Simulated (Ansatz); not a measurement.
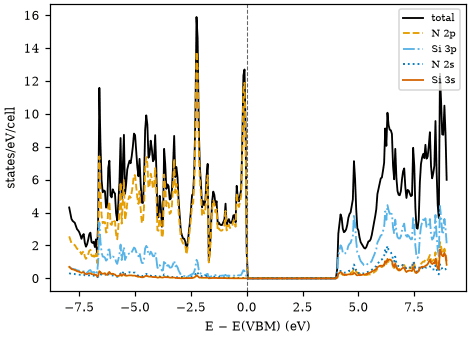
Total and projected density of states of Si3N4 in space group I-43d (No. 220; N on 16c, Si on 12b), LDA in the plane-wave PAW code Ansatz

Which orbitals carry the states next to the gap?

Top 1 eV of the valence band: N 2p 92 %. Bottom 1 eV of the conduction band: Si 3p 53 %, N 2s 12 %, N 2p 8 %, Si 3s 7 %, outside the projected shells 20 %. Projections are on Löwdin-orthogonalised atomic valence shells; empty p or d shells of many metals are not among them.

Where is the tallest occupied peak in this window, and what makes it?

Near -2.3 eV, about 16 states/eV per cell; the largest projected share is N 2p.

The workflow started from an entry of the Crystallography Open Database (COD), which files this formula under 4 space groups. It is not the phase usual at ambient conditions (space group No. 176). The cell was relaxed with LDA under the symmetry of its start; its stability against distortions is not shown here.

Potentials: the later of the program's two PAW sets.
